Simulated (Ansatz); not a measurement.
Consider BLiS.

Input file:

```
basis:
  gaussian: {orbitals: def2-TZVPD}
crystal:
  periodic: [false, false, false]
  atoms:
    - symbol: B
      position_ang: [0.000000, 0.000000, -0.156685]
    - symbol: Li
      position_ang: [0.000000, 0.000000, 1.951865]
    - symbol: S
      position_ang: [0.000000, 0.000000, -1.795180]
hamiltonian: {xc: {name: PBE0}}
output: {forces: true, orbitals: {seedname: orbitals}}
```

Launched as:

```sh
ansatz run input.yaml --threads 1 --pin off --max-ram 2610MiB --events-out events.jsonl --progress --plain --runs-dir runs
```

Geometry: B3LYP-D3(BJ)/def2-SVP.

Method: Ansatz 0.2.0, isolated molecule in a Gaussian basis; Kohn-Sham density functional theory, functional PBE0.

Predict the electron density and electron localisation function between the atoms.

Answer. B–S (1.64 Å): ρ is about 1.6 e/Å³ halfway; the ELF peaks at about 0.90 between the atoms (localised, covalent bonding).
Li–B (2.11 Å): ρ is about 0.41 e/Å³ halfway; the ELF peaks at about 1 in the valence shell of B, 0.9 Å from its nucleus, and is about 1 at the midpoint.

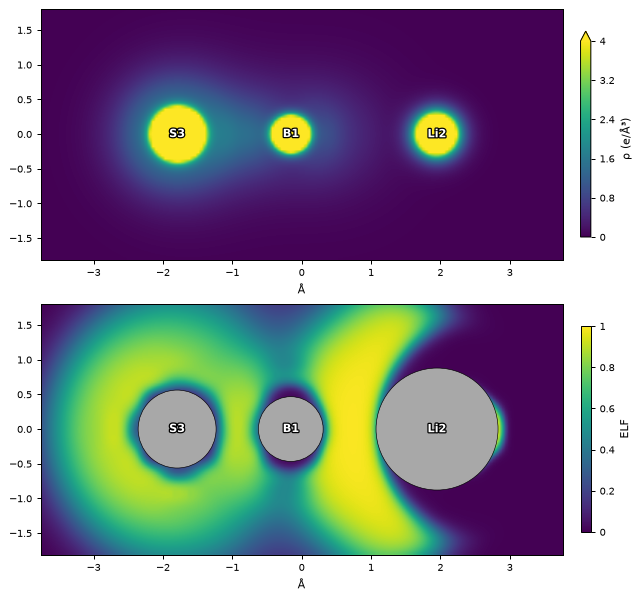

Computed electron density and electron localisation function on a plane that holds the molecular axis, in this order. Grey discs cover the atomic cores in the ELF map. 
